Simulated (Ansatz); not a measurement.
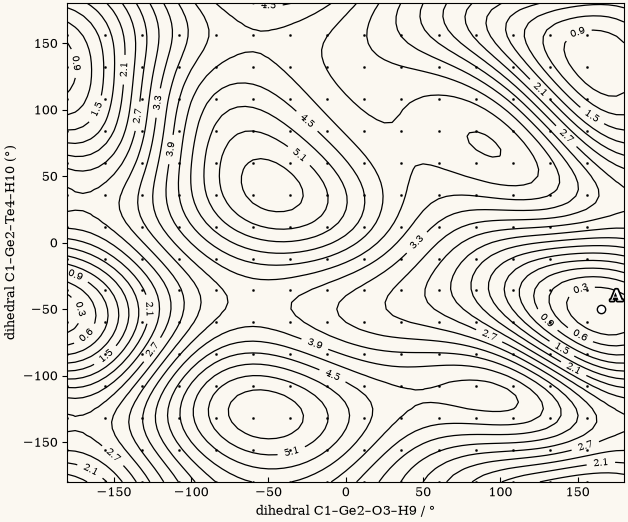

CH6GeOTe, SMILES [CH3][GeH]([OH])[TeH]. The first coordinate is: dihedral C1–Ge2–O3–H9; the second: dihedral C1–Ge2–Te4–H10. Nothing is relaxed (all other coordinates rigid). The scan uses a 15 × 15 grid. Points are written as (first, second). Energies: kcal/mol, counted from the relaxed molecule at the same level. Method: RKS PBE0-D4/def2-SVP in Ansatz 0.2.0.

In the figure: contour lines labelled in kcal/mol, dots at the grid points, the point A. Between grid points the surface is interpolated.

What is the easiest way out of the well at A, and how high is the barrier?

The easiest path leads from the well at about (165°, −50°) to the well at about (165°, 135°), about 0.64 kcal/mol higher (on a rigid scan; wells that are mirror images or exchange like atoms can differ by this much). Its highest point lies about 2.7 kcal/mol above the bottom of the first well on the interpolated surface, at about (−175°, −135°). Seen from the upper well the barrier is about 2.1 kcal/mol. The start is the relaxed structure and all else is held, so a fully relaxed path at this level can only be lower.

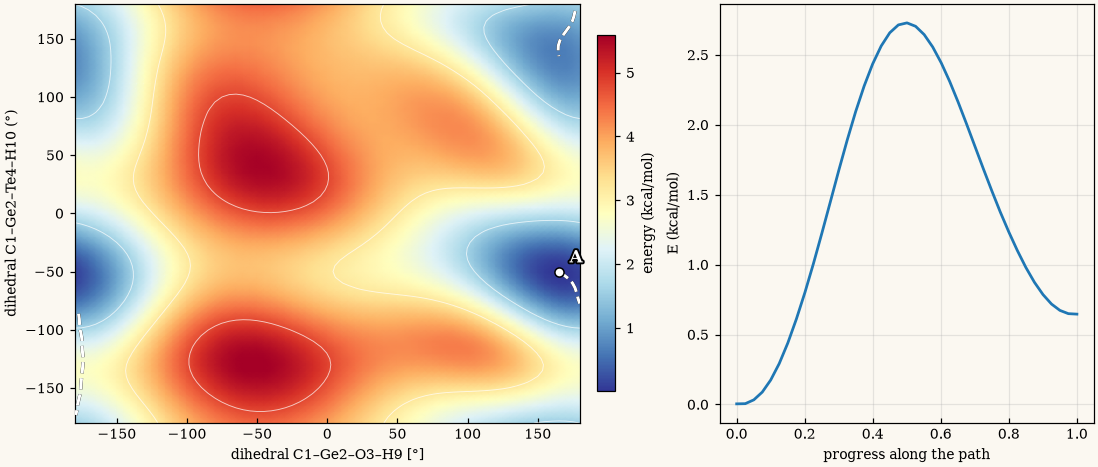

Drawn: a smooth colour map with a few white contour lines, a line along the lowest path, the energy along the path at the right. Between grid points the surface is interpolated.
